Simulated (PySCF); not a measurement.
## Electronic structure of C₇H₈O in real space

Input file:

```
{"job": {"kind": "uv", "xc": "PBE0", "basis": "def2-SVPD", "dynamic": true, "nstates": 6, "ntriplets": 0}, "charge": 0, "multiplicity": 1}
O     -0.321258    -1.182776     1.428570
C     -0.714933    -0.390463     0.375141
C     -0.251594     1.109444     0.395052
C      1.247676     0.881023     0.214083
C      1.393668    -0.157778    -0.620159
C     -0.006053    -0.632630    -1.004676
C     -0.691416     0.481754    -1.781530
C     -0.837833     1.519976    -0.947976
H      0.641112    -1.095588     1.495458
H     -1.808340    -0.476061     0.290250
H     -0.549390     1.708892     1.264898
H      2.032207     1.500271     0.651289
H      2.323872    -0.571294    -1.012216
H     -0.076767    -1.643004    -1.427509
H     -0.992474     0.416875    -2.827682
H     -1.284807     2.491561    -1.161392
```

Command:

```sh
OMP_NUM_THREADS=1 python probes_run.py task.json out
```

Geometry: PBE0-D3(BJ)/def2-SVP.

The calculation used PBE0/def2-SVPD, SCF density, gas phase (PySCF).

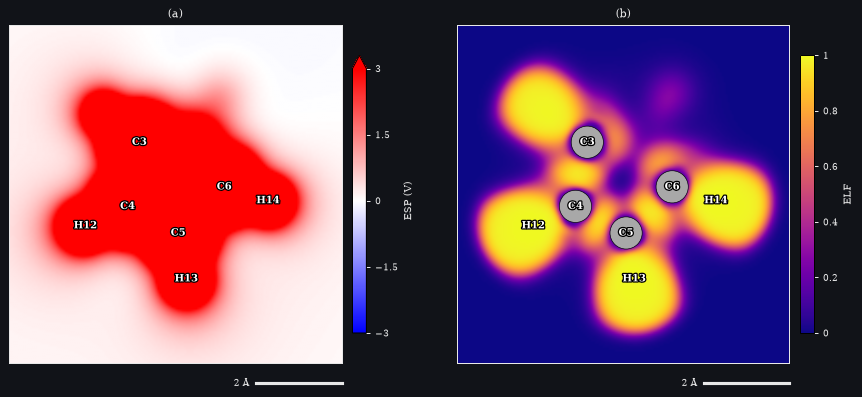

Figure 1. (a) molecular electrostatic potential; (b) ELF on the plane of atoms C3, C4 and H12. Grey discs cover the atomic cores in the ELF map.

Describe what can be read from this map.

Answer. The section cuts through C and H sites. C–C (1.34 Å): the ELF peaks at about 0.90 between the atoms: a short, multiple covalent bond. C–C (1.53 Å): the ELF peaks at about 0.95 between the atoms: localised, covalent bonding. C–H (1.09 Å): the ELF climbs to about 1 towards the hydrogen, as it does in any bond to H; a covalent bond by its length. The potential has no marked negative region in this plane.

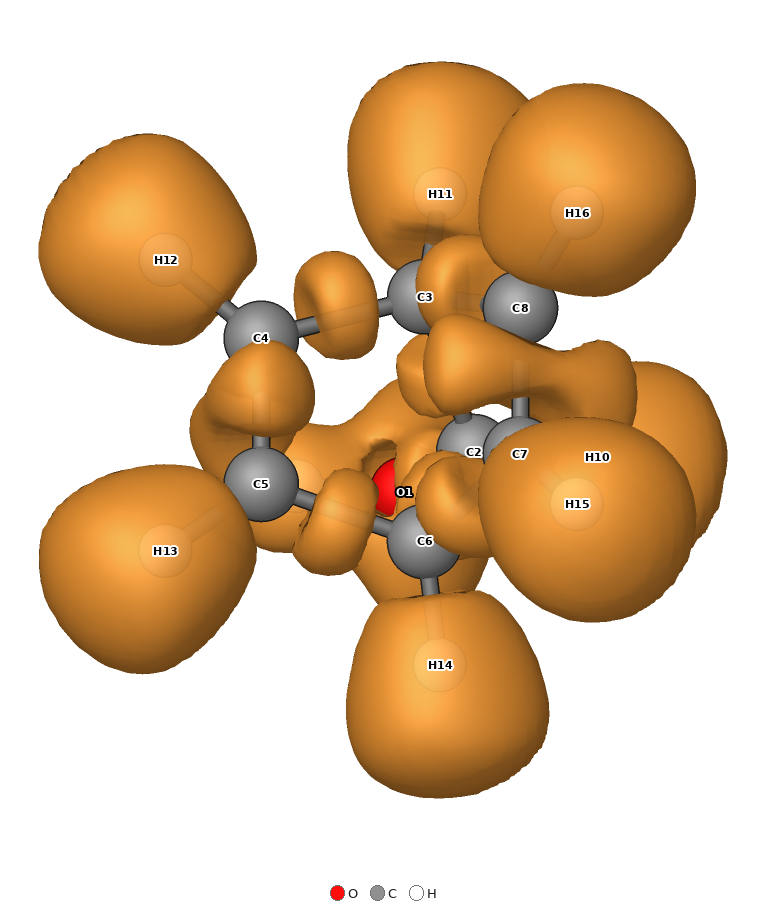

Figure 2. Isosurface of the ELF at 0.75 (orange), seen at an oblique angle. Core shells and regions of very low density are left out.

Identify the bonds, lone pairs and shells in this picture.

Answer. At this value the surface marks out eight regions between bonded C–C atoms (shared pairs), seven regions around hydrogen nuclei and one joined region spread over several atoms (H, O), in which their bonds and any lone pairs are merged.


 C–O (1.38 Å): the ELF peaks at about 0.90 between the atoms (a shared but strongly polarised pair).

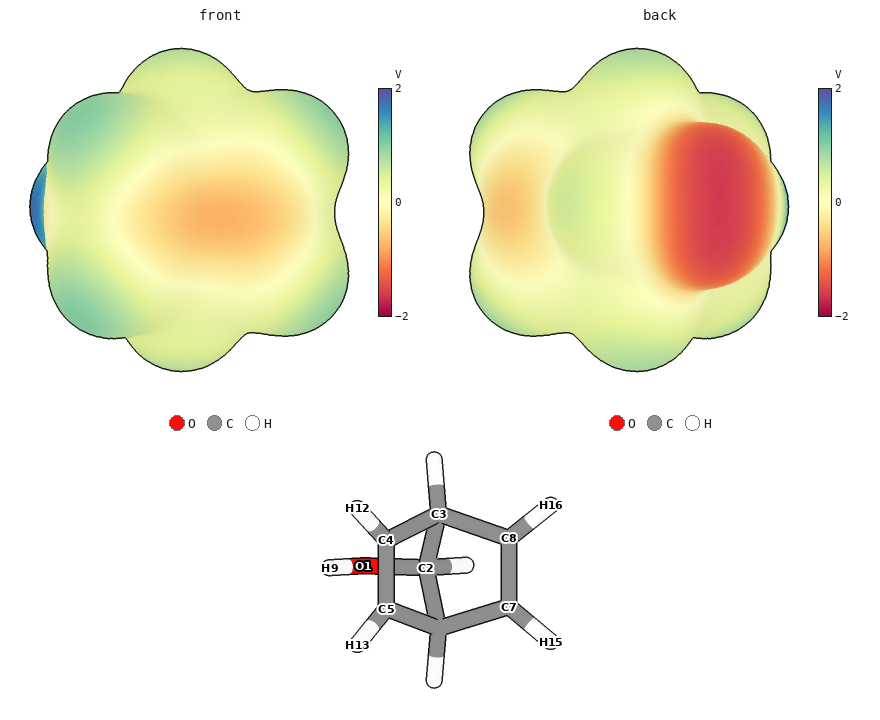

Figure 3. The molecular electrostatic potential painted on the density surface at 0.002 e/bohr³, seen from the front and from behind; red is negative and blue positive. The bare structure is drawn below in the same view.

Describe the electrostatic potential map.

Answer. The most negative region (about −1.6 V) lies over O1, the most positive (about +1.7 V) over H9. O1 is the likeliest acceptor of a hydrogen bond.

What dipole moment does the calculation give?

Answer. Its dipole moment is 1.63 D.
